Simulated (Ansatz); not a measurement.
# HfO2 (111): surface energy and levels

Aim: for HfO2, compute energy, relaxation and work function or band edges of the (111) face.

Program: Ansatz 0.2.0. Level of theory: DFT PBE, scalar-relativistic, plane waves, PAW. These are calculated values, not measurements.

1 further run of the same task is left out (set aside as unsound or not needed).

### Step 1. The system as given

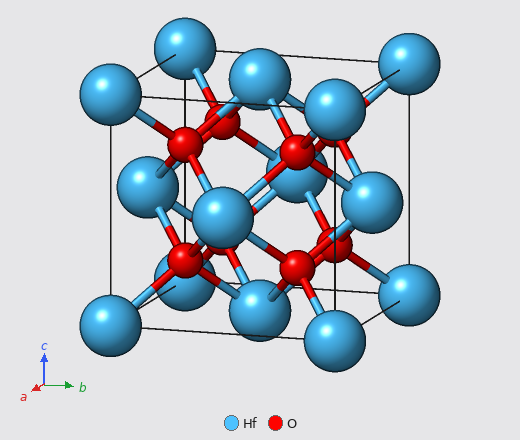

The starting structure, seen slightly off an axis (hafnium blue, oxygen red). Atoms on the faces are drawn again on the opposite ones. The cell drawn here is the conventional one.

Structure file:

```cif
data_structure
_symmetry_space_group_name_H-M 'Fm-3m'
_symmetry_Int_Tables_number 225
_cell_length_a 5.0976
_cell_length_b 5.0976
_cell_length_c 5.0976
_cell_angle_alpha 90.000
_cell_angle_beta 90.000
_cell_angle_gamma 90.000
_cell_volume 132.46
loop_
_atom_site_label
_atom_site_type_symbol
_atom_site_symmetry_multiplicity
_atom_site_Wyckoff_symbol
_atom_site_fract_x
_atom_site_fract_y
_atom_site_fract_z
_atom_site_occupancy
Hf1 Hf 4 a 0.00000 0.00000 0.00000 1
O1 O 8 c 0.25000 0.75000 0.75000 1
```

It is the result of an earlier relaxation at this level (volume 11.04 Å³/atom; gap on the mesh: 3.75 eV).

### Step 2. Band edges and mean potential of the bulk

The input, input.yaml:

```yaml
crystal:
  lattice:
    - [0.0, 2.5488057644, 2.5488057644]
    - [2.5488057644, 0.0, 2.5488057644]
    - [2.5488057644, 2.5488057644, 0.0]
  atoms:
    - { symbol: Hf, position: [0.0, 0.0, 0.0] }
    - { symbol: O, position: [0.25, 0.25, 0.25] }
    - { symbol: O, position: [0.75, 0.75, 0.75] }
basis:
  ecutwfc: 420
kpoints:
  mp_grid: { grid: [8, 8, 8] }
  band_path: { path: [VBM, CBM], npoints: 2 }
hamiltonian:
  xc: pbe
scf:
  occupations: { method: gaussian, width: 0.02 }
output:
  forces: true
  stress: true
  eigenvalues: true
  write_density: true
  write_potential: true
  elf: true
  volumetric_format: npy
```

The run is started by

```bash
> ansatz run input.yaml --threads 2 --pin off --max-ram 5120MiB --backend cpu --events-out ev --progress --plain --runs-dir out
```

Standard output (excerpt; [...] marks lines left out):

```text
Warning: RAYON_NUM_THREADS=2 ignored (pool sized by the plan → 2); use --threads N
[...]
Pseudopotentials: kind: paw
Pseudopotential: Hf, paw, valence charge 26, recommended cutoff 420 eV (normal), Hf.paw.azcp
Pseudopotential: O, paw, valence charge 6, recommended cutoff 420 eV (normal), O.paw.azcp
Functional definition: PBE
[...]
Crystal: 3 atoms, lattice volume = 33.116 Å³
Basis set: ecut = 420 eV, 645 PW (Γ), exchange–correlation on 50×50×50 points (8 copies of the dense FFT grid, shifted against one another)
Bands: 23, of which v1, the nominal top of the filled ones, is band 19 counted from 1 (18 counted from 0)
Symmetry: 48 space group operations
Space group: Fm-3m (ITA 225), of the structure as read, at distance tolerance 3.2e-5 Å
k-points: 29 of 512
[...]
SCF iter   1: F=—  HF=-16861.408997 eV  |F-HF|=—  |Δ(HF+E_count)|=         —  Δρ=2.42e-3  dr2=1.38e-3  ethr=1.77e-3  ⟨swp⟩=5.0  Hψ=2493  notcnv=0
[...]
SCF iter   7: F=-16861.410123 eV  HF=-16861.410123 eV  |F-HF|=8.05e-9  |Δ(HF+E_count)|=   3.27e-9  Δρ=7.01e-6  dr2=1.29e-8  ethr=2.63e-10  ⟨swp⟩=8.0  Hψ=4319  notcnv=0
[...]
NSCF: frozen V_eff on 16 k-points
NSCF: frozen V_eff on 16 k-points
NSCF: frozen V_eff on 12 k-points
NSCF: frozen V_eff on 11 k-points
NSCF: frozen V_eff on 3 k-points
NSCF: frozen V_eff on 3 k-points
NSCF: frozen V_eff on 3 k-points
NSCF: frozen V_eff on 3 k-points
NSCF: frozen V_eff on 3 k-points
SCF converged after 7 iterations
Free energy (F): -16861.410123 eV
[...]
E sigma→0 (E₀):  -16861.410123 eV
Fermi energy:    17.602092 eV
[...]
--- Forces (eV/Å), atoms counted from 1 ---
  atom   1  Hf    -0.00000000     0.00000000     0.00000000
  atom   2  O      0.00000000     0.00000000    -0.00000000
  atom   3  O      0.00000000    -0.00000000     0.00000000
[...]
--- Stress (GPa, compression-positive) ---
       -0.003474       0.000000      -0.000000
       -0.000000      -0.003474      -0.000000
        0.000000      -0.000000      -0.003474
  P = ⅓ Tr σ = -0.0035 GPa (-0.035 kbar)
--- Band table (eV; the first three rows and the last of 29) ---
  k-point 0: bands = ["-45.3805", "-13.9103", "-13.9103", "-13.9103", "-2.9438", "-0.1623", "4.7228", "4.7228", "4.7228", "4.7861", "4.7861", "4.7861", "4.9858", "10.4370", "10.4370", "10.4370", "15.1183", "15.1183", "15.1183", "19.5753", "19.5753", "21.3859", "25.9621"]
[...]
```

Run time: 1.9 s. Hardware: 2 threads of Arm Neoverse V1, shared host; peak memory 0.3 GiB.

It gives the reference energy and the valence top over the mean potential, needed to line up the bands later. Its energy with the smearing taken to zero: -5620.4700 eV/atom.

### Step 3. The (111) slab

Miller indices refer to the conventional cell of the relaxed bulk, Fm-3m (No. 225): a = 5.098 Å, b = 5.098 Å, c = 5.098 Å, α = 90.00°, β = 90.00°, γ = 90.00°.

Cut from the relaxed bulk: a (111) slab, 10.3 Å thick as cut, with 15 Å of vacuum; its outer planes are O (top) and O (bottom).

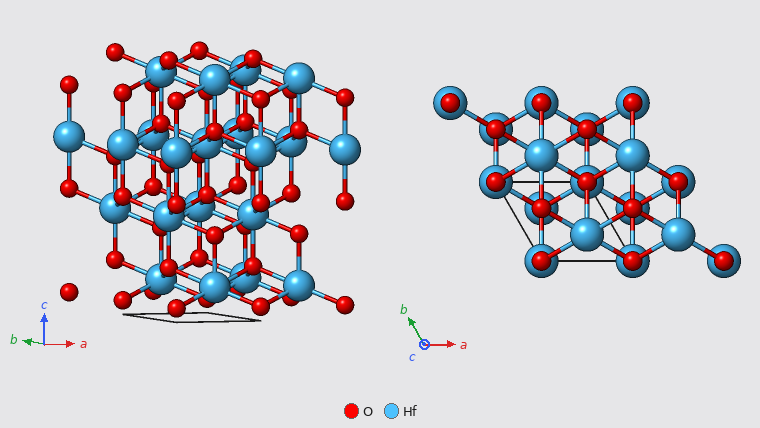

The slab as cut, seen from the side (left, normal up) and from above (right); oxygen red, hafnium blue. 2×2 surface cells are drawn, with atoms on the cell's edges repeated; the outline under the slab is one cell, and the vacuum is left out.

### Step 4. Single point on the unrelaxed (111) slab

The cell repeats along c, and a dipole correction in the vacuum removes the field between the copies.

The input, input.yaml:

```yaml
crystal:
  lattice:
    - [3.6045556798, 0.0, 0.0]
    - [-1.8022778399, 3.1216367881, 0.0]
    - [0.0, 0.0, 25.3008758592]
  atoms:
    - { symbol: O, position: [0.0, 0.0, 0.2964324256] }
    - { symbol: Hf, position: [0.6666666667, 0.3333333333, 0.3255135076] }
    - { symbol: O, position: [0.3333333333, 0.6666666667, 0.3545945897] }
    - { symbol: O, position: [0.6666666667, 0.3333333333, 0.4127567538] }
    - { symbol: Hf, position: [0.3333333333, 0.6666666667, 0.4418378359] }
    - { symbol: O, position: [0.0, 0.0, 0.4709189179] }
    - { symbol: O, position: [0.3333333333, 0.6666666667, 0.5290810821] }
    - { symbol: Hf, position: [0.0, 0.0, 0.5581621641] }
    - { symbol: O, position: [0.6666666667, 0.3333333333, 0.5872432462] }
    - { symbol: O, position: [0.0, 0.0, 0.6454054103] }
    - { symbol: Hf, position: [0.6666666667, 0.3333333333, 0.6744864924] }
    - { symbol: O, position: [0.3333333333, 0.6666666667, 0.7035675744] }
basis:
  ecutwfc: 420
kpoints:
  mp_grid: { grid: [9, 9, 1] }
hamiltonian:
  xc: pbe
scf:
  occupations: { method: gaussian, width: 0.05 }
output:
  forces: true
  eigenvalues: true
  write_density: true
  write_potential: true
  elf: true
  volumetric_format: npy
efield:
  axis: 3
  dipole_correction: true
  ramp_width: 0.04
```

The run is started by

```bash
> ansatz run input.yaml --threads 2 --pin off --max-ram 5120MiB --backend cpu --events-out ev --progress --plain --runs-dir out
```

Standard output (excerpt; [...] marks lines left out):

```text
Warning: RAYON_NUM_THREADS=2 ignored (pool sized by the plan → 2); use --threads N
[...]
Pseudopotentials: kind: paw
Pseudopotential: O, paw, valence charge 6, recommended cutoff 420 eV (normal), O.paw.azcp
Pseudopotential: Hf, paw, valence charge 26, recommended cutoff 420 eV (normal), Hf.paw.azcp
Functional definition: PBE
[...]
Crystal: 12 atoms, lattice volume = 284.688 Å³
Basis set: ecut = 420 eV, 5509 PW (Γ), exchange–correlation on 50×50×360 points (8 copies of the dense FFT grid, shifted against one another)
Bands: 92, of which v1, the nominal top of the filled ones, is band 76 counted from 1 (75 counted from 0)
Symmetry: 6 space group operations
k-points: 12 of 81 (time reversal used)
[...]
SCF iter   1: F=—  HF=-67444.331682 eV  |F-HF|=—  |Δ(HF+E_count)|=         —  Δρ=2.88e-3  dr2=2.43e-2  ethr=1.77e-3  p=-0.000 e·Å  D=-1.17e-13 V/Å  ΔV_dip=0.00 eV  dr2_dipole=6.60e-10  V_vac-E_F(+/−)=4.30/4.30 eV  ⟨swp⟩=6.2  Hψ=4226  notcnv=0  defer=7
[...]
WARN: The output density's exchange-correlation potential varies sharply where the density is thin. Do not read a vacuum level from v_tot or v_xc, or from such a field of the output density. On a cell that repeats whose density bears no net charge and no dipole along the vacuum's axis use [...]
SCF converged after 8 iterations
Free energy (F): -67444.344898 eV
[...]
E sigma→0 (E₀):  -67444.344898 eV
Fermi energy:    5.838832 eV
Dipole field:    D = 0.000001 V/Å  (p = 0.000001 e·Å, saw-weighted, corrected)
Work function:   Φ+ = 4.3935 eV   Φ− = 4.3935 eV
Levels:          The Fermi level and band energies are counted from a zero that moves with the ramp; work functions are not
[...]
--- Forces (eV/Å), atoms counted from 1 ---
  atom   1  O     -0.00000000    -0.00000000    -0.59176447
  atom   2  Hf     0.00000000    -0.00000000     0.92347338
  atom   3  O      0.00000000     0.00000000     0.33277099
  atom   4  O     -0.00000000     0.00000000    -0.41390429
  atom   5  Hf    -0.00000000     0.00000000    -0.29487326
  atom   6  O     -0.00000000    -0.00000000    -0.02060285
  atom   7  O      0.00000000     0.00000000     0.02060582
  atom   8  Hf     0.00000000    -0.00000000     0.29487175
[...]
--- Band table (eV; the first three rows and the last of 12) ---
[...]
```

It took 30 s on 2 threads of Arm Neoverse V1, shared host; peak memory 0.71 GiB.

From the log: gap on the mesh 4.07 eV; ionisation potential 6.43 eV; electron affinity 2.36 eV.

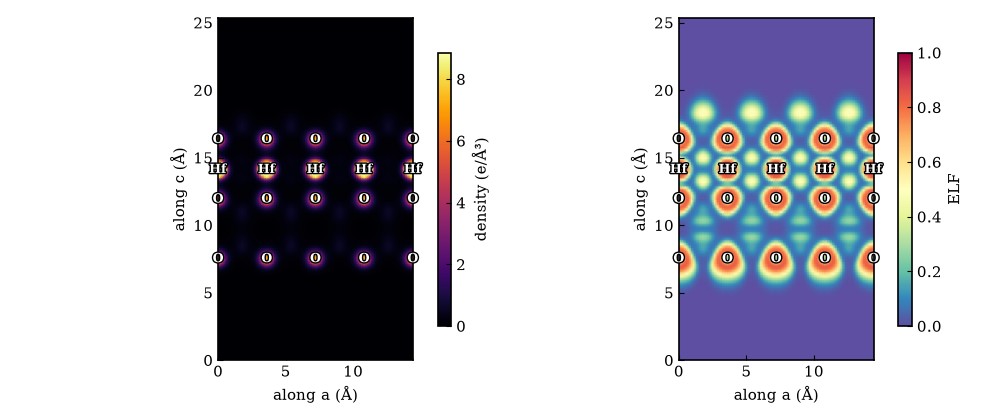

Density (left) and ELF (right) in a lattice plane of the grid's cell (edges 3.60 and 25.30 Å, at 0.000 of the third edge), which holds O and Hf. Only atoms in the plane are labelled; the density scale stops at 8.86 e/Å³. Both are smooth fields of the valence electrons: close to the nuclei they are not physical.

The highest ELF values outside the cores: 0.84 in the shell around O, 0.6 Å from O.

[end of part 1 of 2]
